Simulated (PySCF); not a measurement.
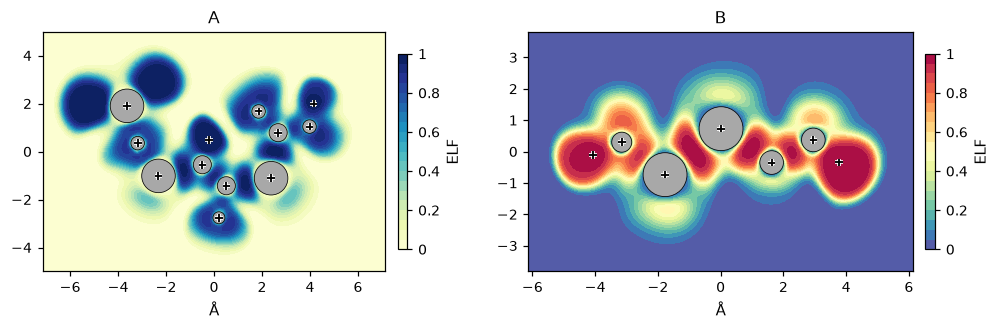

The electron localisation function of 2 systems, each on a plane through atoms (crosses mark nuclei in the plane; grey discs cover the cores).

All numbers below come from PBE0/pcSseg-1, SCF density, gas phase, non-relativistic in PySCF 2.14.0.

System 1: C2H9F2NSi2 (SMILES CC(F)(F)[SiH2][SiH2]N), the plane of atoms C1, C2 and Si5. Geometry: GFN2-xTB.

```xyz
16

C    -2.7751    0.6174    0.1544
C    -1.5212   -0.2214    0.2566
F    -1.6053   -1.2655   -0.6434
F    -1.5030   -0.8522    1.4847
Si    0.1843    0.6688    0.0006
Si    1.8185   -0.9516    0.1936
N     3.2917   -0.0691    0.0140
H    -3.6578   -0.0007    0.3116
H    -2.7439    1.3984    0.9080
H    -2.8230    1.0682   -0.8322
H     0.1412    1.7408    1.0103
H     0.0048    1.3494   -1.2894
H     1.7103   -1.7156    1.4515
H     1.8598   -1.9185   -0.9070
H     4.1507   -0.5842   -0.0903
H     3.4605    0.7445    0.5828
```

System 2: C3H9FO3Si3 (SMILES O=C(O)[SiH2]/C(F)=C/[SiH2]O[SiH3]), the plane of atoms C5, C7 and H14. Geometry: GFN2-xTB.

```xyz
19

O    -1.7214   -1.9206   -0.3837
C    -2.6948   -1.2096   -0.3803
O    -3.9071   -1.6739   -0.7004
Si   -2.8035    0.6581    0.0558
C    -1.0495    1.3097    0.3316
F    -1.0244    2.6514    0.6109
C     0.1060    0.6552    0.2920
Si    1.7933    1.4447    0.5908
O     2.9181    0.2860    0.4829
Si    3.6648   -1.1446    0.3475
H    -3.8749   -2.6219   -0.9222
H    -3.6105    0.7756    1.2735
H    -3.4550    1.3258   -1.0729
H     0.0446   -0.4004    0.0695
H     1.8872    1.9890    1.9446
H     2.1101    2.4142   -0.4575
H     2.9151   -1.9698   -0.5976
H     3.6906   -1.7410    1.6821
H     5.0016   -0.8187   -0.1438
```

Q: Which map belongs to which system?

A: Panel A is system 2, C3H9FO3Si3: the plane holds O, C, Si, F and H. C–O (1.21 Å): the ELF peaks at about 0.85 between the atoms (a short, multiple covalent bond). Panel B is system 1, C2H9F2NSi2: the plane holds C, Si, N and H. C–C (1.51 Å): the ELF peaks at about 0.95 between the atoms; localised, covalent bonding.
